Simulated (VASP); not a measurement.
Band structure of BAs (zinc blende). Method: vdW-DF2, VASP's PBE PAW potentials (set 64) (plane waves; VASP).

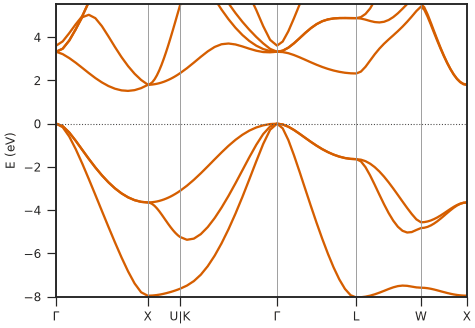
Bands along high-symmetry lines, zero at the valence-band maximum or, without a gap, the Fermi level

### Question
Read the plot: is there a gap, and where are the band edges?

### Answer
The gap is indirect, 1.52 eV, from the valence maximum at Γ to the conduction minimum at Γ-X at 0.79. (Edges off the drawn lines would not show.)

Measured: gap 1.82 eV (computed value off by -0.30 eV), as given by Wikipedia, List of semiconductor materials.

The compound is BAs in the zinc blende structure. It was relaxed first, which changed the volume by +8 %.
